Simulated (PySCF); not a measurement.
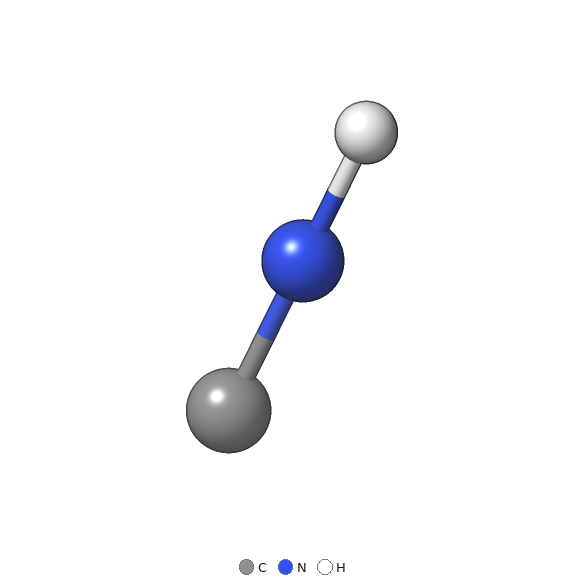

Ball-and-stick drawing of a structure.

Computed geometry: PBE0-D3(BJ)/def2-SVP optimisation. No frequency run is at hand to confirm it as a minimum.

Description:

It has 3 atoms: 1 carbon, 1 hydrogen and 1 nitrogen (CHN). SMILES: `[C-]#[NH+]`. This geometry has C∞v symmetry. All atoms lie on one line. Coordination: 1 N linear.

More results for the same structure follow; atom numbers are the same in all pictures, views and colours differ.

## Spin–spin coupling

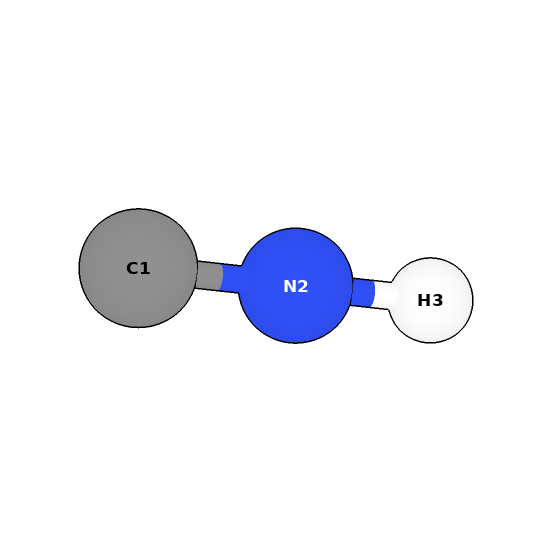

No frequency run is at hand to confirm it as a minimum. Properties computed with B3LYP/def2-TZVP indirect spin-spin coupling, non-relativistic, gas phase (PySCF 2.14.0). Isotopes: 13C, 1H, 15N.

Give the spin–spin coupling constants of these pairs, with the number of bonds between them: C1/N2, N2/H3, C1/H3.

```
  pair  bonds apart  J (Hz)
C1, N2            1    −4.5
N2, H3            1  −115.6
C1, H3            2    12.6
```

## Levels of theory compared

No frequency run is at hand to confirm it as a minimum. Program: PySCF 2.14.0.

Tabulate polarisability (bohr³) at these levels: B3LYP/def2-SVPD; BHandHLYP/def2-SVPD; CAM-B3LYP/def2-SVPD; HF/def2-SVPD; LC-wPBE/def2-SVPD; LDA/def2-SVPD; PBE/def2-SVPD; PBE0/def2-SVPD; ωB97X-D/def2-SVPD.

| level | polarisability (bohr³) |
| --- | --- |
| B3LYP/def2-SVPD | 17.4 |
| BHandHLYP/def2-SVPD | 16.9 |
| CAM-B3LYP/def2-SVPD | 17.2 |
| HF/def2-SVPD | 16.7 |
| LC-wPBE/def2-SVPD | 17.0 |
| LDA/def2-SVPD | 17.8 |
| PBE/def2-SVPD | 17.7 |
| PBE0/def2-SVPD | 17.2 |
| ωB97X-D/def2-SVPD | 17.5 |

## Excitation

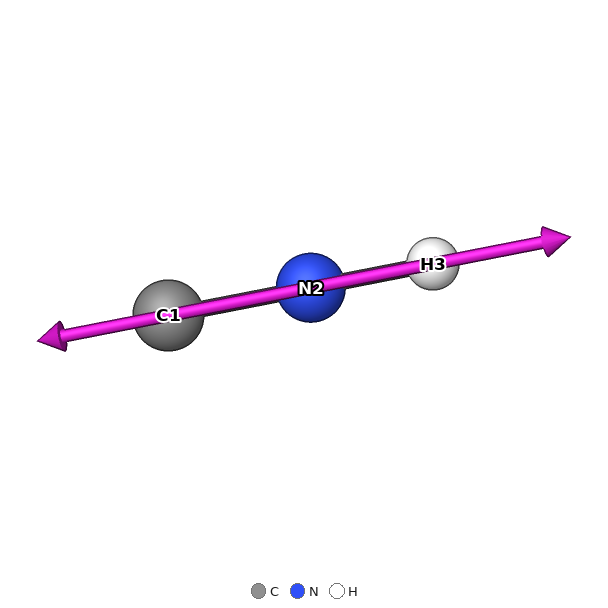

The double arrow shows the direction of the transition dipole to excited singlet state 9 (its length means nothing). No frequency run is at hand to confirm it as a minimum. Properties computed with TDDFT B3LYP/def2-SVPD, vertical, gas phase, core orbitals frozen in the response (PySCF 2.14.0).

**How is the transition polarised?**

Along the molecular axis.

**Where does the transition lie, and how strong is it?**

10.01 eV (124 nm), oscillator strength 0.080, mainly HOMO → LUMO+3 (weight 0.96); transition dipole 1.45 D.

## Quadrupole coupling

No frequency run is at hand to confirm it as a minimum. Electric field gradients from the ground-state density, B3LYP/6-31G* (PySCF 2.14.0), non-relativistic apart from any core potentials.

Give the largest field-gradient component, the quadrupole coupling constant and the asymmetry for 14N at N2 (Q = 20.44 mb), 2H at H3 (Q = 2.86 mb).

```json
{"atom": "N2", "V_zz (a.u.)": "0.245", "e²qQ/h (MHz)": "1.18", "η": "0.00"}
{"atom": "H3", "V_zz (a.u.)": "0.397", "e²qQ/h (MHz)": "0.267", "η": "0.00"}
```
